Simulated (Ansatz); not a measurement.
## Geometry relaxation, with input and output: SiN2H6

SiN2H6, computed with RKS r2SCAN-D4/6-31G* (Ansatz 0.2.0).

It belongs to a series of runs on one base structure; here: start relaxed. Figures and captions count atoms from 1; the log counts them from 0 in places.

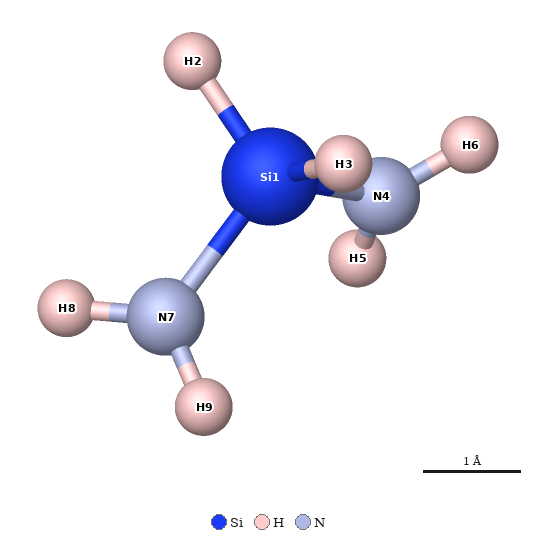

The starting structure (ball-and-stick view, seen at a tilt; atoms are numbered from 1 in the order of the input). Bond lengths as drawn: H–N 1.06 Å, H–Si 1.46 Å and N–Si 1.82 Å.

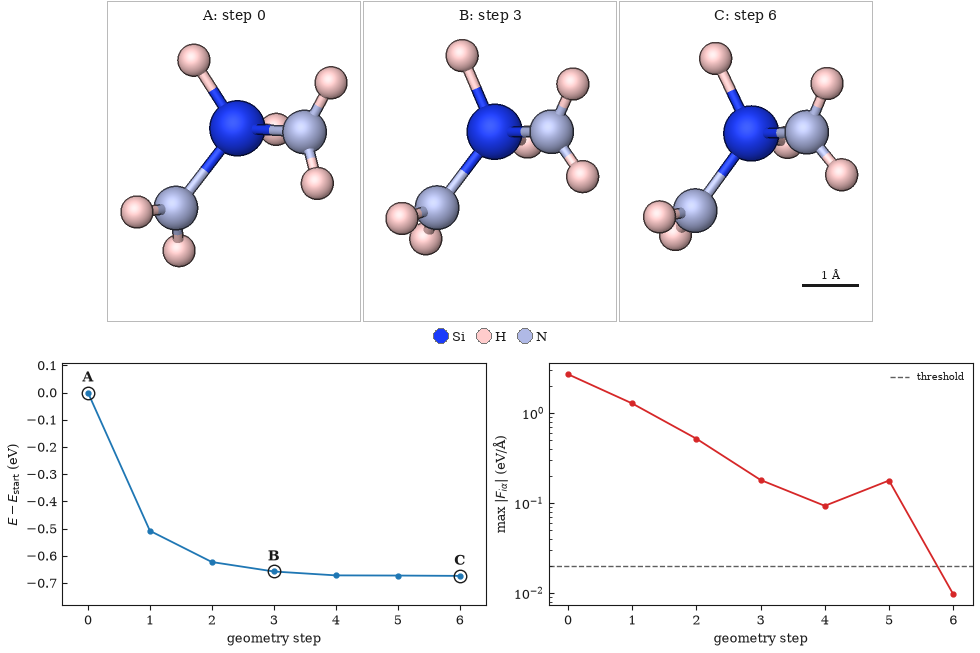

Frames of the relaxation (ball-and-stick view, seen at a tilt) above the curves, on which the letters mark them (the first geometry is step 0 here and step 1 in the log).

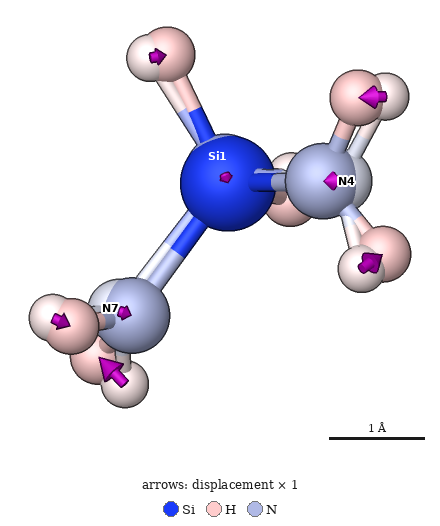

Start (faint) and end (solid) with the displacements as pink arrows, at true length (ball-and-stick view, seen at a tilt). The two geometries are laid on each other by the best rigid fit. Over 6 geometry steps the energy falls by 0.674 eV. Largest force component: 2.7 eV/Å at the start, 0.0097 eV/Å at the end. The largest move after the best rigid fit is that of H8, 0.41 Å. By element the largest moves are H 0.41 Å, N 0.20 Å, Si 0.11 Å. Among the contacts that change: Si1–N4 1.819 → 1.724 Å, N4–H5 1.060 → 1.013 Å, Si1–H2 1.460 → 1.498 Å. Among the angles that change: H2–Si1–N4 109.5° → 118.5°, H5–N4–H6 120.0° → 111.6°, H2–Si1–N7 109.5° → 102.9°. (Atoms are counted from 1 in the order of the input.)

The input that produced these results follows, with the program's output.

Input
```yaml
crystal:
  periodic: [false, false, false]
  atoms:
    - { symbol: Si, position_ang: [0.0, 0.0, 0.0] }
    - { symbol: H, position_ang: [0.0, 0.0, 1.46] }
    - { symbol: H, position_ang: [1.3768, 0.0, -0.4862] }
    - { symbol: "N", position_ang: [-0.8572, 1.4851, -0.6061] }
    - { symbol: H, position_ang: [-1.8773, 1.43, -0.8888] }
    - { symbol: H, position_ang: [-0.3367, 2.4058, -0.6766] }
    - { symbol: "N", position_ang: [-0.8572, -1.4851, -0.6061] }
    - { symbol: H, position_ang: [-1.3922, -2.1014, 0.0704] }
    - { symbol: H, position_ang: [-0.8219, -1.7344, -1.6357] }
basis:
  gaussian: { orbitals: "6-31G*" }
hamiltonian:
  xc: r2scan
  dispersion: d4
relax:
  f_tol: 0.02
  max_steps: 40
```

Launched with:
```bash
ansatz run input.yaml --threads 1 --pin off --max-ram 2048MiB --backend cpu --events-out ev --progress --plain --runs-dir out
```

Output
```
The last accepted step is kept in [file] (removed where the run ends without a failure and the disk answers)
Engine: ansatz 0.2.0, aarch64-unknown-linux-gnu
Functional definition: r2SCAN
  parameter k0 = 0.174
  parameter k1 = 0.065
  parameter a1 = 4.9479
  exchange = r2scan_x(k0 = k0, k1 = k1, a1 = a1)
  correlation = r2scan_c
838 factors; their error is unknown
mean field evaluation 1: about -10942.3413 eV, gradient 7.3e1 eV
mean field evaluation 2: about -10919.7434 eV, gradient 1.2e2 eV
mean field evaluation 4: about -10952.7860 eV, gradient 3.2e0 eV
mean field evaluation 8: about -10952.7604 eV, gradient 1.9e-1 eV
mean field -10952.76049143 eV, -402.5065240125 hartree, gradient 2.6e-5 eV, S^2 0.000000; 0 other end points of the search recorded, 0 dependent functions left out
the calculation of the forces begins
reference -10952.76050017 eV, -402.5065243334 hartree; 17, 17 occupied and 44, 44 virtual orbitals, 838 factors
relax step   1: F+E_penalty+E_count = -10952.79263482 eV  Δ(F+E_penalty+E_count) = +0.000e0 eV  max|allowed force component| = 2.718e0 eV/Å  Δτ_max = 0.0000 Å  (25 SCF iters, accepted)
these checks for a lower state are left out or cut short: starts, cluster_reference, orbital_swaps, neighbouring_geometries, increment
838 factors; their error is unknown
mean field evaluation 16: about -10953.2116 eV, gradient 5.8e0 eV
mean field -10953.26837568 eV, -402.5251884142 hartree, gradient 9.6e-6 eV, S^2 0.000000; 0 other end points of the search recorded, 0 dependent functions left out
the calculation of the forces begins
reference -10953.26838429 eV, -402.5251887305 hartree; 17, 17 occupied and 44, 44 virtual orbitals, 838 factors
relax step   2: F+E_penalty+E_count = -10953.30082092 eV  Δ(F+E_penalty+E_count) = -5.082e-1 eV  max|allowed force component| = 1.287e0 eV/Å  Δτ_max = 0.1245 Å  (27 SCF iters, accepted)
these checks for a lower state are left out or cut short: starts, cluster_reference, orbital_swaps, neighbouring_geometries, increment
838 factors; their error is unknown
mean field -10953.38279202 eV, -402.5293931371 hartree, gradient 2.7e-5 eV, S^2 0.000000; 0 other end points of the search recorded, 0 dependent functions left out
the calculation of the forces begins
reference -10953.38280053 eV, -402.5293934499 hartree; 17, 17 occupied and 44, 44 virtual orbitals, 838 factors
relax step   3: F+E_penalty+E_count = -10953.41553185 eV  Δ(F+E_penalty+E_count) = -1.147e-1 eV  max|allowed force component| = 5.219e-1 eV/Å  Δτ_max = 0.0897 Å  (26 SCF iters, accepted)
these checks for a lower state are left out or cut short: starts, cluster_reference, orbital_swaps, neighbouring_geometries, increment
838 factors; their error is unknown
mean field evaluation 32: about -10953.4172 eV, gradient 2.9e-1 eV
mean field -10953.41760061 eV, -402.5306723292 hartree, gradient 1.6e-5 eV, S^2 0.000000; 0 other end points of the search recorded, 0 dependent functions left out
the calculation of the forces begins
reference -10953.41760911 eV, -402.5306726418 hartree; 17, 17 occupied and 44, 44 virtual orbitals, 838 factors
relax step   4: F+E_penalty+E_count = -10953.45030590 eV  Δ(F+E_penalty+E_count) = -3.477e-2 eV  max|allowed force component| = 1.814e-1 eV/Å  Δτ_max = 0.2000 Å  (27 SCF iters, accepted)
these checks for a lower state are left out or cut short: starts, cluster_reference, orbital_swaps, neighbouring_geometries, increment
838 factors; their error is unknown
mean field -10953.43188602 eV, -402.5311973086 hartree, gradient 8.3e-6 eV, S^2 0.000000; 0 other end points of the search recorded, 0 dependent functions left out
the calculation of the forces begins
reference -10953.43189448 eV, -402.5311976194 hartree; 17, 17 occupied and 44, 44 virtual orbitals, 838 factors
relax step   5: F+E_penalty+E_count = -10953.46461174 eV  Δ(F+E_penalty+E_count) = -1.431e-2 eV  max|allowed force component| = 9.358e-2 eV/Å  Δτ_max = 0.1411 Å  (27 SCF iters, accepted)
these checks for a lower state are left out or cut short: starts, cluster_reference, orbital_swaps, neighbouring_geometries, increment
838 factors; their error is unknown
mean field -10953.43250715 eV, -402.5312201347 hartree, gradient 2.6e-5 eV, S^2 0.000000; 0 other end points of the search recorded, 0 dependent functions left out
the calculation of the forces begins
reference -10953.43251560 eV, -402.5312204451 hartree; 17, 17 occupied and 44, 44 virtual orbitals, 838 factors
relax step   6: F+E_penalty+E_count = -10953.46522361 eV  Δ(F+E_penalty+E_count) = -6.119e-4 eV  max|allowed force component| = 1.788e-1 eV/Å  Δτ_max = 0.0606 Å  (26 SCF iters, accepted)
these checks for a lower state are left out or cut short: starts, cluster_reference, orbital_swaps, neighbouring_geometries, increment
838 factors; their error is unknown
mean field -10953.43376325 eV, -402.5312662955 hartree, gradient 1.5e-5 eV, S^2 0.000000; 0 other end points of the search recorded, 0 dependent functions left out
the calculation of the forces begins
reference -10953.43377170 eV, -402.5312666060 hartree; 17, 17 occupied and 44, 44 virtual orbitals, 838 factors
relax step   7: F+E_penalty+E_count = -10953.46647869 eV  Δ(F+E_penalty+E_count) = -1.255e-3 eV  max|allowed force component| = 9.737e-3 eV/Å  Δτ_max = 0.0220 Å  (27 SCF iters, accepted)
838 factors; their error is unknown
mean field evaluation 64: about -10953.4850 eV, gradient 5.5e-1 eV
mean field -10953.43376325 eV, -402.5312662955 hartree, gradient 1.9e-5 eV, S^2 0.000000; 1 other end points of the search recorded, 0 dependent functions left out
the calculation of the forces begins
reference -10953.43377170 eV, -402.5312666060 hartree; 17, 17 occupied and 44, 44 virtual orbitals, 838 factors
Total energy: -10953.46648714 eV, -402.5324688762 hartree
Atom 0 at    -0.105669     0.003272    -0.019844 Å, force    -0.005085     0.000231    -0.009253 eV/Å
Atom 1 at    -0.196008    -0.122290     1.469987 Å, force     0.003435     0.001391    -0.006454 eV/Å
Atom 2 at     1.344359     0.137291    -0.370359 Å, force    -0.005722     0.000882     0.006220 eV/Å
Atom 3 at    -0.812572     1.384032    -0.772414 Å, force    -0.002033    -0.009737     0.003753 eV/Å
Atom 4 at    -1.791172     1.601175    -0.628403 Å, force    -0.001448     0.001173    -0.000811 eV/Å
Atom 5 at    -0.262719     2.221432    -0.913727 Å, force     0.007715     0.002534     0.002493 eV/Å
Atom 6 at    -0.958194    -1.388563    -0.574603 Å, force    -0.000738     0.005445     0.001003 eV/Å
Atom 7 at    -1.000290    -2.219419     0.001086 Å, force     0.004633    -0.002724     0.004869 eV/Å
Atom 8 at    -0.983437    -1.616930    -1.560823 Å, force    -0.000757     0.000807    -0.001820 eV/Å
Dipole moment:    -0.106229    -0.001089    -0.086696 e Å
```

Trajectory as extended XYZ (Å, eV, eV/Å), 7 frames, from step=1 to step=7
```
9
Properties=species:S:1:pos:R:3:forces:R:3 step=1 energy=-10952.79263
Si    0.0000    0.0000    0.0000   -2.7183   0.0909  -1.8975
H     0.0000    0.0000    1.4600   -0.0025  -0.4054   0.5962
H     1.3768    0.0000   -0.4862    0.5611   0.1827  -0.1849
N    -0.8572    1.4851   -0.6061    0.5530  -0.6129   0.0610
H    -1.8773    1.4300   -0.8888    2.0082   0.4934   0.5123
H    -0.3367    2.4058   -0.6766   -1.4033  -1.5454  -0.0734
N    -0.8572   -1.4851   -0.6061    0.3778   0.7169   0.5842
H    -1.3922   -2.1014    0.0704    0.9341   0.9435  -1.7045
H    -0.8219   -1.7344   -1.6357   -0.3101   0.1361   2.1067
9
Properties=species:S:1:pos:R:3:forces:R:3 step=2 energy=-10953.30082
Si   -0.0289    0.0108   -0.0167   -1.2875  -0.0724  -0.8202
H    -0.0371   -0.1187    1.4653   -0.0112  -0.0659   0.1034
H     1.3739    0.0658   -0.4947    0.1592   0.1194   0.0081
N    -0.8339    1.4558   -0.6430    0.4160  -0.7969   0.1821
H    -1.8393    1.4512   -0.8355    0.6259   0.2268   0.1867
H    -0.3584    2.3547   -0.7363   -0.4294  -0.3745  -0.0296
N    -0.8487   -1.4443   -0.5842    0.4521   0.8217   0.2945
H    -1.3749   -2.0530    0.0415    0.2598   0.1867  -0.4555
H    -0.8185   -1.7223   -1.5655   -0.1849  -0.0448   0.5304
9
Properties=species:S:1:pos:R:3:forces:R:3 step=3 energy=-10953.41553
Si   -0.0608    0.0067   -0.0339    0.3104  -0.0261   0.1900
H    -0.0972   -0.1392    1.4553   -0.0297  -0.0272   0.0123
H     1.3689    0.1227   -0.4557    0.0032   0.0298   0.0642
N    -0.8033    1.4028   -0.6928   -0.5219  -0.0632  -0.2123
H    -1.8180    1.4676   -0.7499    0.3151   0.1189   0.0841
H    -0.3379    2.2905   -0.7902    0.0467   0.1525  -0.0333
N    -0.8405   -1.4126   -0.5831   -0.0806  -0.0415  -0.0646
H    -1.2979   -2.0622    0.0380    0.0382  -0.0627  -0.0343
H    -0.8791   -1.6763   -1.5569   -0.0813  -0.0805  -0.0061
9
Properties=species:S:1:pos:R:3:forces:R:3 step=4 energy=-10953.45031
Si   -0.0725    0.0056   -0.0227   -0.1635  -0.0168  -0.0435
H    -0.1531   -0.1927    1.4619   -0.0090   0.0824  -0.0283
H     1.3680    0.2019   -0.3676    0.0353  -0.0699  -0.0136
N    -0.8055    1.3906   -0.7411   -0.1287   0.0336   0.0047
H    -1.8056    1.5599   -0.6845    0.1814  -0.0320   0.0316
H    -0.2823    2.2427   -0.8971   -0.0089  -0.0229   0.0210
N    -0.8962   -1.3947   -0.5904   -0.0531  -0.1604  -0.0343
H    -1.1217   -2.1568    0.0378    0.0883   0.0755  -0.0779
H    -0.9967   -1.6564   -1.5654    0.0582   0.1104   0.1403
9
Properties=species:S:1:pos:R:3:forces:R:3 step=5 energy=-10953.46461
Si   -0.0994    0.0030   -0.0200    0.0914   0.0154   0.0936
H    -0.1795   -0.1198    1.4724   -0.0118  -0.0020  -0.0287
H     1.3540    0.1314   -0.3654   -0.0336  -0.0027  -0.0060
N    -0.8031    1.3847   -0.7722   -0.0405  -0.0602  -0.0241
H    -1.7932    1.5670   -0.6676   -0.0190   0.0343   0.0147
H    -0.2745    2.2389   -0.8906    0.0201  -0.0178   0.0009
N    -0.9596   -1.3858   -0.5678   -0.0166   0.0666  -0.0410
H    -1.0032   -2.2225   -0.0016    0.0106   0.0043   0.0133
H    -1.0071   -1.5969   -1.5564   -0.0006  -0.0379  -0.0227
9
Properties=species:S:1:pos:R:3:forces:R:3 step=6 energy=-10953.46522
Si   -0.1053    0.0032   -0.0233    0.0267   0.0112   0.0250
H    -0.1973   -0.1201    1.4674    0.0072  -0.0048  -0.0214
H     1.3447    0.1344   -0.3775   -0.0191   0.0011   0.0123
N    -0.8131    1.3876   -0.7679    0.1115  -0.1091  -0.0181
H    -1.7876    1.5996   -0.6168   -0.1788   0.0477   0.0139
H    -0.2687    2.2254   -0.9167    0.0563   0.0465  -0.0005
N    -0.9535   -1.3907   -0.5781   -0.0009   0.0816   0.0616
H    -1.0213   -2.2135    0.0042    0.0142  -0.0395   0.0378
H    -0.9636   -1.6258   -1.5604   -0.0170  -0.0347  -0.1106
9
Properties=species:S:1:pos:R:3:forces:R:3 step=7 energy=-10953.46648
Si   -0.1057    0.0033   -0.0198   -0.0051   0.0002  -0.0093
H    -0.1960   -0.1223    1.4700    0.0034   0.0014  -0.0065
H     1.3444    0.1373   -0.3704   -0.0057   0.0009   0.0062
N    -0.8126    1.3840   -0.7724   -0.0020  -0.0097   0.0038
H    -1.7912    1.6012   -0.6284   -0.0014   0.0012  -0.0008
H    -0.2627    2.2214   -0.9137    0.0077   0.0025   0.0025
N    -0.9582   -1.3886   -0.5746   -0.0007   0.0054   0.0010
H    -1.0003   -2.2194    0.0011    0.0046  -0.0027   0.0049
H    -0.9834   -1.6169   -1.5608   -0.0008   0.0008  -0.0018
```

Results in brief

- outcome: converged
- total energy: −10953.4665 eV
- mean-field energy: −10953.4338 eV
- largest force (length of the vector) at the end: 0.011 eV/Å
- hardware: 1 thread of Arm Neoverse V2, 24 GiB of memory available, shared host
- wall time: 22 s
- peak memory: 0.12 GiB
